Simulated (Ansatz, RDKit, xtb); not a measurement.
# C6H4BF: which of the isomers drawn lies lowest?

A sample of isomers of C6H4BF is drawn. Aim: find which of them has the lowest free energy at 298.15 K, then its properties. The sample is small against all isomers, and the most stable one of this formula need not be in it.

Plan: many cheap relaxations first (GFN2-xTB), then density-functional screening, relaxation at PBE0-D3(BJ)/def2-SVP, vibrations (at GFN2-xTB) and a final energy. The numbers are computed, not measured.

## 1. Drawing up candidates

Isomers were taken from a list of plausible structures; this is a sample, not all of them. That gives 10 candidates.

```
label           SMILES     spin
 c205  C#CC1=CBC(F)=C1  singlet
 c243  C#CC1=C(F)BC=C1  singlet
 c251  C#CC1=C(F)C=CB1  singlet
 c257    C#CB1C=CC=C1F  singlet
 c507    C#CC1=CBC=C1F  singlet
 c534  C#CC1=CC=C(F)B1  singlet
 c539    C#CC1=CC=CB1F  singlet
 c681  C#CC1=CC(F)=CB1  singlet
 c832  C#CC1=CB(F)C=C1  singlet
 c975  C#CB1C=CC(F)=C1  singlet
```

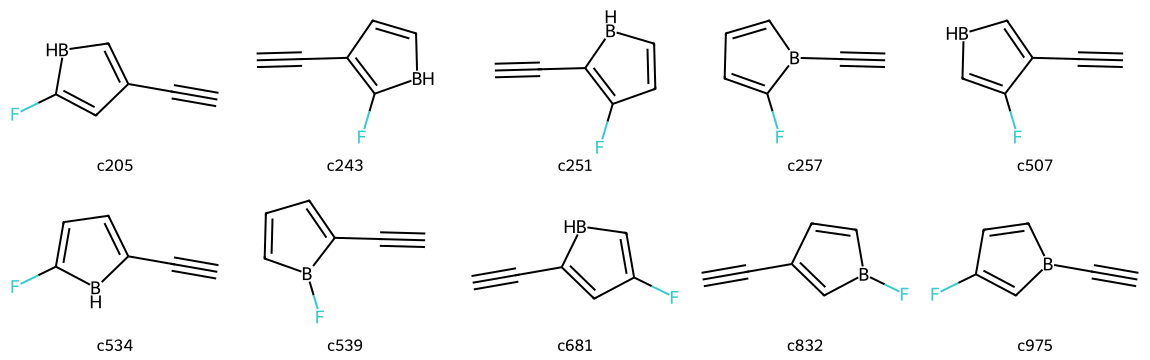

Structural formulas of the candidates.

Candidates are built by distance geometry, with a force field where one applies, in up to four conformers (letters a to d).

## 2. First filter: tight binding

All 10 starts are relaxed the same way. One of them, c539a (taken from a list of positional isomers, embedded by distance geometry and UFF), in full:

start.xyz reads:

```xyz
12
c539a
C     -2.635051     2.752378     0.891524
C     -1.934500     1.909332     0.480196
C     -1.123241     0.860384    -0.004110
C      0.192740     0.917391    -0.293364
C      0.669899    -0.300009    -0.891873
C     -0.337921    -1.219780    -1.011696
B     -1.605125    -0.592430    -0.396680
F     -2.961649    -0.978561    -0.730378
H     -3.230043     3.565697     1.303550
H      0.762594     1.811189    -0.157172
H      1.649081    -0.491872    -1.255124
H     -0.251828    -2.220425    -1.484422
```

Command:

```bash
$ xtb start.xyz --gfn 2 --opt
```

The log of the run, shortened:

```text
* xtb version 6.7.1
[...]
          :  # basis functions                  36          :
[...]
          :  # electrons                        38          :
[...]
          :  Hamiltonian                  GFN2-xTB          :
[...]
          :  net charge                          0          :
          :  unpaired electrons                  0          :
[...]
   *** convergence criteria satisfied after 14 iterations ***
[...]
   *** GEOMETRY OPTIMIZATION CONVERGED AFTER 13 ITERATIONS ***
[...]
   *** convergence criteria satisfied after 3 iterations ***
[...]
         ::                     SUMMARY                     ::
         :::::::::::::::::::::::::::::::::::::::::::::::::::::
         :: total energy             -20.753140712367 Eh    ::
         :: gradient norm              0.000322717903 Eh/a0 ::
         :: HOMO-LUMO gap              1.579582413231 eV    ::
         ::.................................................::
         :: SCC energy               -21.120528042385 Eh    ::
         :: -> isotropic ES            0.034906067136 Eh    ::
         :: -> anisotropic ES          0.002053039756 Eh    ::
         :: -> anisotropic XC          0.013682101281 Eh    ::
         :: -> dispersion             -0.008184888193 Eh    ::
         :: repulsion energy           0.367387330018 Eh    ::
         :: add. restraining           0.000000000000 Eh    ::
         :: total charge              -0.000000000000 e     ::
         :::::::::::::::::::::::::::::::::::::::::::::::::::::
[...]
        19        2.0000           -0.3766856             -10.2501 (HOMO)
        20                         -0.3186371              -8.6706 (LUMO)
[...]
     #   Z          covCN         q      C6AA      α(0)
     1   6 C        1.909    -0.100    33.864     9.398
     2   6 C        1.970    -0.014    31.446     9.056
     3   6 C        2.898    -0.055    29.356     8.884
     4   6 C        2.965    -0.035    28.873     8.814
     5   6 C        2.969    -0.021    28.527     8.761
     6   6 C        2.845    -0.134    31.431     9.188
     7   5 B        2.604     0.392    16.296     6.847
     8   9 F        0.722    -0.233    11.591     4.020
     9   1 H        0.928     0.078     1.998     2.211
    10   1 H        0.926     0.041     2.432     2.439
    11   1 H        0.926     0.041     2.434     2.440
    12   1 H        0.926     0.040     2.450     2.447
[...]
     #   Z sym  total        # sym  WBO       # sym  WBO       # sym  WBO
 ---------------------------------------------------------------------------
     1   6 C    3.970 --     2 C    2.762     9 H    0.972     4 C    0.148
     2   6 C    3.980 --     1 C    2.762     3 C    1.169
     3   6 C    3.977 --     4 C    1.726     2 C    1.169     7 B    0.923
     4   6 C    3.988 --     3 C    1.726     5 C    1.062    10 H    0.970
                             1 C    0.148
     5   6 C    3.984 --     6 C    1.836     4 C    1.062    11 H    0.970
     6   6 C    3.978 --     5 C    1.836     7 B    1.000    12 H    0.974
     7   5 B    3.249 --     8 F    1.145     6 C    1.000     3 C    0.923
     8   9 F    1.233 --     7 B    1.145
     9   1 H    0.993 --     1 C    0.972
    10   1 H    0.998 --     4 C    0.970
    11   1 H    0.998 --     5 C    0.970
    12   1 H    0.997 --     6 C    0.974
[...]
molecular dipole:
                 x           y           z       tot (Debye)
 q only:        0.462       0.098      -0.044
   full:        0.529       0.138      -0.040       1.393
molecular quadrupole (traceless):
[...]
          | TOTAL ENERGY              -20.753140712367 Eh   |
          | GRADIENT NORM               0.000322717903 Eh/α |
          | HOMO-LUMO GAP               1.579582413231 eV   |
           -------------------------------------------------
[...]
```

It took 0.51 s on 2 threads of Intel Xeon at 2.50GHz (Skylake/Cascade Lake), shared host.

## 3. Distinct minima at GFN2-xTB

10 of the 10 relaxations converged. 10 distinct structures remain:

```
label  start     SMILES after     spin  energy (kcal/mol)
c832a  drawn  C#CC1=CB(F)C=C1  singlet                0.0
c539a  drawn    C#CC1=CC=CB1F  singlet                0.5
c681a  drawn  C#CC1=CC(F)=CB1  singlet               29.1
c507a  drawn    C#CC1=CBC=C1F  singlet               29.9
c205a  drawn  C#CC1=CBC(F)=C1  singlet               30.9
c251a  drawn  C#CC1=C(F)C=CB1  singlet               31.1
c534a  drawn  C#CC1=CC=C(F)B1  singlet               31.9
c243a  drawn  C#CC1=C(F)BC=C1  singlet               32.1
c975a  drawn  C#CB1C=CC(F)=C1  singlet               33.1
c257a  drawn    C#CB1C=CC=C1F  singlet               35.2
```

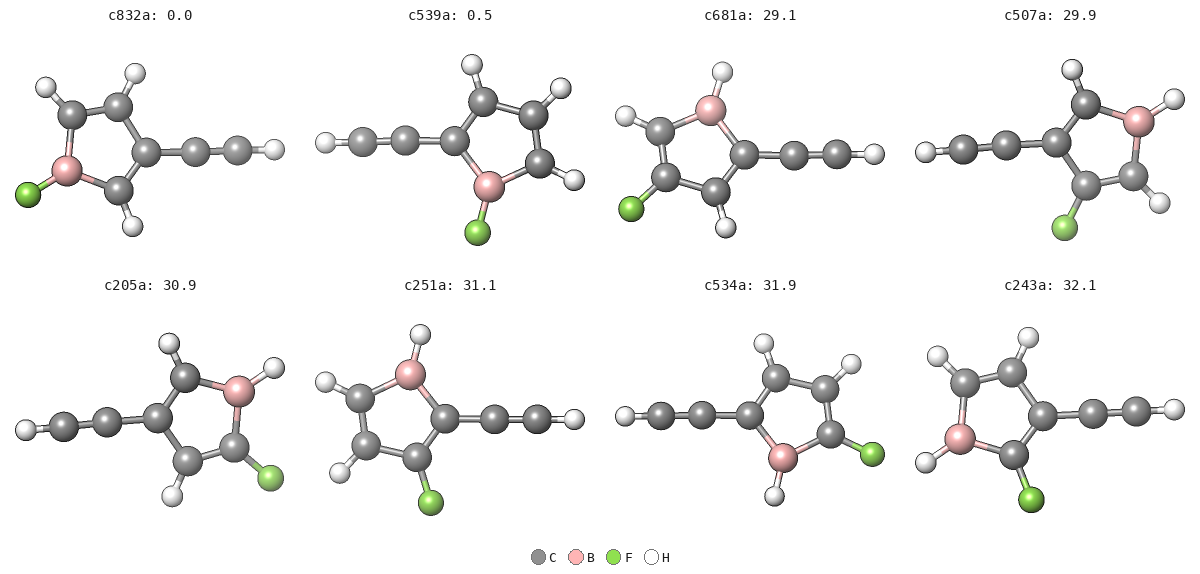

The 8 lowest minima that did not fall apart, with their GFN2-xTB energies in kcal/mol.

## 4. Screening with a density functional

A choice of the minima (the low ones first, few conformers of a pattern, up to a cap) and the lowest that fell apart get a single point at r2SCAN-D4/def2-SVP on the tight-binding geometry, and one at HF/STO-3G for comparison. The lowest singlets are also tried as triplets at the same geometry (label ending in t). The first, c832a:

input.yaml reads:

```yaml
crystal:
  periodic: [false, false, false]
  atoms:
    - {symbol: C, position_ang: [-3.209096, 1.776919, 1.216506]}
    - {symbol: C, position_ang: [-2.292003, 1.340264, 0.571518]}
    - {symbol: C, position_ang: [-1.225292, 0.797305, -0.158362]}
    - {symbol: C, position_ang: [-0.622966, 1.318419, -1.248816]}
    - {symbol: C, position_ang: [0.380652, -0.854714, -0.581548]}
    - {symbol: C, position_ang: [-0.614866, -0.510598, 0.237018]}
    - {symbol: B, position_ang: [0.494944, 0.300763, -1.656702]}
    - {symbol: F, position_ang: [1.333599, 0.380766, -2.665259]}
    - {symbol: H, position_ang: [-4.009542, 2.169309, 1.769595]}
    - {symbol: H, position_ang: [-0.919714, 2.255854, -1.686509]}
    - {symbol: H, position_ang: [0.951515, -1.760495, -0.471522]}
    - {symbol: H, position_ang: [-0.984658, -1.055205, 1.090760]}
basis:
  gaussian:
    orbitals: def2-SVP
hamiltonian:
  xc: {name: r2SCAN}
  dispersion: d4
scf:
  lower_state_search: off
output: {orbitals: {seedname: orbitals}}
```

Command:

```bash
$ ansatz run input.yaml --threads 2 --pin off --max-ram 5220MiB --events-out events.jsonl --progress --plain --runs-dir runs
```

The log of the run, shortened:

```text
Warning: RAYON_NUM_THREADS=2 ignored (pool sized by the plan → 2); use --threads N
Functional definition: r2SCAN
  name "r2SCAN"
[...]
1482 factors; their error is unknown
[...]
mean field -9665.92851351 eV, -355.2163210698 hartree, gradient 5.8e-6 eV, S^2 0.000000; 0 other end points of the search recorded, 0 dependent functions left out
reference -9665.92852397 eV, -355.2163214542 hartree; 27, 27 occupied and 105, 105 virtual orbitals, 1482 factors
Total energy: -9666.00771387 eV, -355.2192316295 hartree
Checks for a lower state left out: stability, starts, cluster_reference, orbital_swaps, neighbouring_geometries, increment
```

Wall time 5.4 s (2 threads of Intel Xeon at 2.50GHz (Skylake/Cascade Lake), shared host); peak memory 0.17 GiB.

Relative energies in kcal/mol, each column from its lowest structure that stays in one piece:

```
 label           SMILES     spin  GFN2-xTB  HF/STO-3G  r2SCAN-D4/def2-SVP
 c539a    C#CC1=CC=CB1F  singlet       0.5        0.0                 0.0
 c832a  C#CC1=CB(F)C=C1  singlet       0.0        0.6                 0.7
c539at    C#CC1=CC=CB1F  triplet         –          –                27.6
c832at  C#CC1=CB(F)C=C1  triplet         –          –                32.7
 c975a  C#CB1C=CC(F)=C1  singlet      33.1       30.7                36.0
 c257a    C#CB1C=CC=C1F  singlet      35.2       35.2                43.2
 c681a  C#CC1=CC(F)=CB1  singlet      29.1       43.8                48.2
 c507a    C#CC1=CBC=C1F  singlet      29.9       43.6                49.4
 c251a  C#CC1=C(F)C=CB1  singlet      31.1       42.9                50.2
 c205a  C#CC1=CBC(F)=C1  singlet      30.9       48.5                55.9
 c243a  C#CC1=C(F)BC=C1  singlet      32.1       47.9                56.2
 c534a  C#CC1=CC=C(F)B1  singlet      31.9       48.0                56.6
c975at  C#CB1C=CC(F)=C1  triplet         –          –                67.6
```

## 5. Refinement at PBE0-D3(BJ)/def2-SVP

3 candidates are relaxed at PBE0-D3(BJ)/def2-SVP (chosen among the lowest in one piece, with other spins of them). The first, c539a:

input.yaml reads:

```yaml
crystal:
  periodic: [false, false, false]
  atoms:
    - {symbol: C, position_ang: [-2.635300, 2.798741, 0.922785]}
    - {symbol: C, position_ang: [-1.936278, 1.937492, 0.454207]}
    - {symbol: C, position_ang: [-1.177960, 0.896727, -0.091757]}
    - {symbol: C, position_ang: [0.152450, 0.923569, -0.319781]}
    - {symbol: C, position_ang: [0.632427, -0.339909, -0.901747]}
    - {symbol: C, position_ang: [-0.351311, -1.235599, -1.077310]}
    - {symbol: B, position_ang: [-1.670008, -0.549641, -0.572492]}
    - {symbol: F, position_ang: [-2.887547, -1.031882, -0.546124]}
    - {symbol: H, position_ang: [-3.228970, 3.560740, 1.331179]}
    - {symbol: H, position_ang: [0.814358, 1.748640, -0.114474]}
    - {symbol: H, position_ang: [1.674309, -0.479585, -1.143271]}
    - {symbol: H, position_ang: [-0.191213, -2.216001, -1.490764]}
basis:
  gaussian:
    orbitals: def2-SVP
hamiltonian:
  xc: pbe0
  dispersion: d3bj
scf:
  lower_state_search: "off"
relax:
  f_tol: 0.006
```

Command:

```bash
$ ansatz run input.yaml --threads 2 --pin off --max-ram 5220MiB --events-out events.jsonl --progress --plain --runs-dir runs
```

The log of the run, shortened:

```text
Warning: RAYON_NUM_THREADS=2 ignored (pool sized by the plan → 2); use --threads N
[...]
Functional definition: PBE0
  name "PBE0"
[...]
1526 factors; integrals over basis functions are off by at most 3.6e-4 eV
[...]
mean field -9660.37020807 eV, -355.0120571126 hartree, gradient 4.2e-6 eV, S^2 0.000000; 0 other end points of the search recorded, 0 dependent functions left out
[...]
reference -9660.37023595 eV, -355.0120581372 hartree; 27, 27 occupied and 105, 105 virtual orbitals, 1526 factors
relax step   1: F+E_penalty+E_count = -9660.63283635 eV  Δ(F+E_penalty+E_count) = +0.000e0 eV  max|allowed force component| = 7.851e-1 eV/Å  Δτ_max = 0.0000 Å  (18 SCF iters, accepted)
[...]
relax step   7: F+E_penalty+E_count = -9660.70758042 eV  Δ(F+E_penalty+E_count) = -1.242e-5 eV  max|allowed force component| = 8.514e-3 eV/Å  Δτ_max = 0.0006 Å  (15 SCF iters, accepted)
[...]
Atom 3 at     0.162494     0.922730    -0.320620 Å, force    -0.000259     0.000988     0.000441 eV/Å
Atom 4 at     0.639502    -0.363850    -0.913125 Å, force     0.000522    -0.000885    -0.000354 eV/Å
Atom 5 at    -0.346105    -1.265384    -1.091365 Å, force     0.000058     0.000184     0.000222 eV/Å
Atom 6 at    -1.637279    -0.535077    -0.571818 Å, force    -0.001501     0.000045     0.000167 eV/Å
Atom 7 at    -2.865864    -0.998929    -0.533965 Å, force     0.000923     0.000733     0.000152 eV/Å
Atom 8 at    -3.293449     3.585839     1.349509 Å, force    -0.000528     0.000325     0.000197 eV/Å
Atom 9 at     0.836670     1.757848    -0.112625 Å, force     0.000264     0.000244     0.000055 eV/Å
Atom 10 at     1.695159    -0.512455    -1.161118 Å, force     0.000065     0.000069    -0.000111 eV/Å
Atom 11 at    -0.201082    -2.261576    -1.509799 Å, force     0.000290    -0.000237    -0.000258 eV/Å
Dipole moment:     0.348115     0.017616    -0.055517 e Å
Checks for a lower state left out: stability, starts, cluster_reference, orbital_swaps, neighbouring_geometries, increment
```

It took 93 s on 2 threads of Intel Xeon at 2.50GHz (Skylake/Cascade Lake), shared host; peak memory 0.33 GiB.

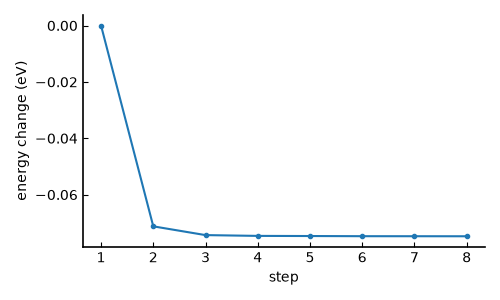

Energy along the run, all evaluated steps.

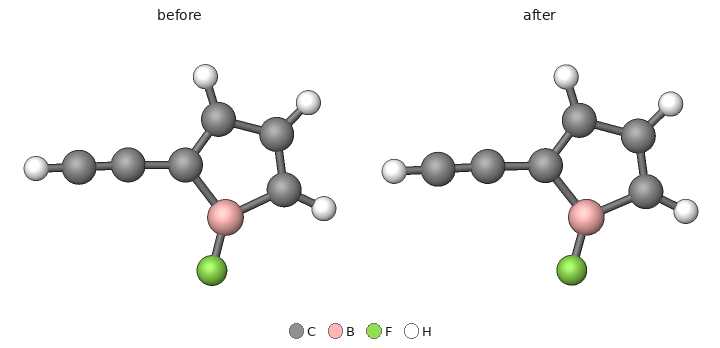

Before and after, at one scale.

After the run. Bond lengths: C1–C2 1.216 Å, C2–C3 1.410 Å, C3–C4 1.355 Å, C4–C5 1.495 Å, C5–C6 1.348 Å, C3–B7 1.599 Å, C6–B7 1.572 Å, B7–F8 1.314 Å, C1–H9 1.074 Å, C4–H10 1.093 Å, C5–H11 1.095 Å, C6–H12 1.090 Å. Some angles: C1–C2–C3 177.7°, C2–C3–C4 127.6°, C2–C3–B7 128.6°, C4–C3–B7 103.8°, C3–C4–C5 112.2°, C4–C5–C6 113.3°, C5–C6–B7 104.3°, C3–B7–C6 106.5°, C3–B7–F8 125.7°, C6–B7–F8 127.9°.

## 6. After refinement

| label | spin | r2SCAN-D4/def2-SVP (kcal/mol) | PBE0-D3(BJ)/def2-SVP, relaxed (kcal/mol) | time |
| --- | --- | --- | --- | --- |
| c539a | singlet | 0.0 | 0.0 | 93 s |
| c832a | singlet | 0.7 | 0.7 | 87 s |
| c539at | triplet | 27.6 | 18.5 | 2.8 min |

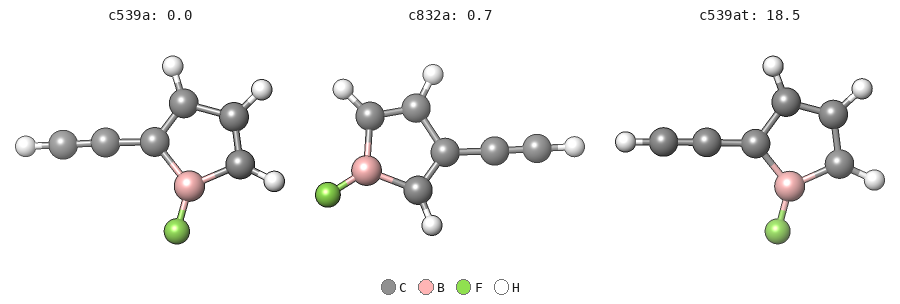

The relaxed structures, with energies at PBE0-D3(BJ)/def2-SVP in kcal/mol.

## 7. Vibrations and thermal terms

The lowest few in one piece go on as finalists. In this search the thermal terms come from GFN2-xTB at its own nearest minimum. The first, c539a:

start.xyz reads:

```xyz
12
c539a
C     -2.668398     2.817329     0.934362
C     -1.954642     1.951709     0.465026
C     -1.172051     0.915109    -0.084012
C      0.162494     0.922730    -0.320620
C      0.639502    -0.363850    -0.913125
C     -0.346105    -1.265384    -1.091365
B     -1.637279    -0.535077    -0.571818
F     -2.865864    -0.998929    -0.533965
H     -3.293449     3.585839     1.349509
H      0.836670     1.757848    -0.112625
H      1.695159    -0.512455    -1.161118
H     -0.201082    -2.261576    -1.509799
```

Command:

```bash
$ xtb start.xyz --gfn 2 --ohess tight
```

The log of the run, shortened:

```text
* xtb version 6.7.1
[...]
          :  # basis functions                  36          :
[...]
          :  # electrons                        38          :
[...]
          :  Hamiltonian                  GFN2-xTB          :
[...]
          :  net charge                          0          :
          :  unpaired electrons                  0          :
[...]
   *** convergence criteria satisfied after 14 iterations ***
[...]
   *** GEOMETRY OPTIMIZATION CONVERGED AFTER 7 ITERATIONS ***
[...]
   *** convergence criteria satisfied after 3 iterations ***
[...]
         ::                     SUMMARY                     ::
         :::::::::::::::::::::::::::::::::::::::::::::::::::::
         :: total energy             -20.753141181518 Eh    ::
         :: gradient norm              0.000243304907 Eh/a0 ::
         :: HOMO-LUMO gap              1.579244545306 eV    ::
         ::.................................................::
         :: SCC energy               -21.120474125882 Eh    ::
         :: -> isotropic ES            0.034914110653 Eh    ::
         :: -> anisotropic ES          0.002052459133 Eh    ::
         :: -> anisotropic XC          0.013688131981 Eh    ::
         :: -> dispersion             -0.008184670666 Eh    ::
         :: repulsion energy           0.367332944364 Eh    ::
         :: add. restraining           0.000000000000 Eh    ::
         :: total charge               0.000000000000 e     ::
         :::::::::::::::::::::::::::::::::::::::::::::::::::::
[...]
        19        2.0000           -0.3767002             -10.2505 (HOMO)
        20                         -0.3186641              -8.6713 (LUMO)
[...]
molecular dipole:
                 x           y           z       tot (Debye)
 q only:        0.462       0.098      -0.044
   full:        0.529       0.138      -0.040       1.393
molecular quadrupole (traceless):
[...]
          | TOTAL ENERGY              -20.753141181518 Eh   |
          | TOTAL ENTHALPY            -20.666572879008 Eh   |
          | TOTAL FREE ENERGY         -20.707029021566 Eh   |
          | GRADIENT NORM               0.000243226499 Eh/α |
[...]
```

Run time: 1.1 s. Hardware: 2 threads of Intel Xeon at 2.50GHz (Skylake/Cascade Lake), shared host; peak memory 0.11 GiB.

## 8. Thermal terms of the finalists

As xtb prints them, at 298.15 K, with its own treatment of low modes:

| label | SMILES | spin | lowest mode (cm⁻¹) | zero-point (kcal/mol) | G − E (kcal/mol) |
| --- | --- | --- | --- | --- | --- |
| c539a | C#CC1=CC=CB1F | singlet | 100 | 49.0 | 28.9 |
| c832a | C#CC1=CB(F)C=C1 | singlet | 81 | 49.1 | 29.1 |
| c539at | [CH][C][C]1[CH][CH][CH][B]1[F] ‡ | triplet | 95 | 48.1 | 28.0 |

‡ marks the bonded skeleton alone, with all bonds drawn single: no Lewis structure was assigned that passes a check against the bond lengths.

## 9. Last filter: a higher level

Single points at CCSD(T)/def2-SVP on the refined geometries decide the order.

c539a, CCSD(T)/def2-SVP:

input.yaml reads:

```yaml
crystal:
  periodic: [false, false, false]
  atoms:
    - symbol: C
      position_ang: [-2.668398, 2.817329, 0.934362]
    - symbol: C
      position_ang: [-1.954642, 1.951709, 0.465026]
    - symbol: C
      position_ang: [-1.172051, 0.915109, -0.084012]
    - symbol: C
      position_ang: [0.162494, 0.922730, -0.320620]
    - symbol: C
      position_ang: [0.639502, -0.363850, -0.913125]
    - symbol: C
      position_ang: [-0.346105, -1.265384, -1.091365]
    - symbol: B
      position_ang: [-1.637279, -0.535077, -0.571818]
    - symbol: F
      position_ang: [-2.865864, -0.998929, -0.533965]
    - symbol: H
      position_ang: [-3.293449, 3.585839, 1.349509]
    - symbol: H
      position_ang: [0.836670, 1.757848, -0.112625]
    - symbol: H
      position_ang: [1.695159, -0.512455, -1.161118]
    - symbol: H
      position_ang: [-0.201082, -2.261576, -1.509799]
basis:
  gaussian:
    orbitals: def2-SVP
magnetization:
  spin_polarized: false
correlation:
  method: ccsd_t
  frozen_orbitals: {F: 1, C: 1, H: 0, B: 1}
```

Command:

```bash
$ ansatz run input.yaml --threads 2 --pin off --max-ram 5220MiB --events-out events.jsonl --progress --plain --runs-dir runs
```

The log of the run, shortened:

```text
Warning: RAYON_NUM_THREADS=2 ignored (pool sized by the plan → 2); use --threads N
Functional definition: HF
  name "HF"
[...]
1353 factors; integrals over basis functions are off by at most 1.3e-3 eV
[...]
mean field -9615.16338400 eV, -353.3507369701 hartree, gradient 1.7e-6 eV, S^2 0.000000; 0 other end points of the search recorded, 0 dependent functions left out; unrestricted orbitals would lower it
8 core orbitals not correlated: weight in the atoms' cores, before any rotation towards them, 1.000 or more for the frozen orbitals, at most 0.000 for the correlated occupied ones
reference -9615.16338400 eV, -353.3507369701 hartree; 19, 19 occupied and 105, 105 virtual orbitals, 1353 factors
second order -27.59003562 eV of doubles, -0.00000000 eV of singles
cycle   1  -27.74754954 eV  change   -1.6e-1 eV  update   1.4e-1
[...]
cycle  11  -28.75962661 eV  change    1.4e-5 eV  update   2.7e-5
perturbative correction -1.18204271 eV, -0.0434392685 hartree
Total energy: -9645.10505332 eV, -354.4510730226 hartree
```

Wall time 69 s (2 threads of Intel Xeon at 2.50GHz (Skylake/Cascade Lake), shared host); peak memory 0.99 GiB.

(Part 1 of 2 ends here.)
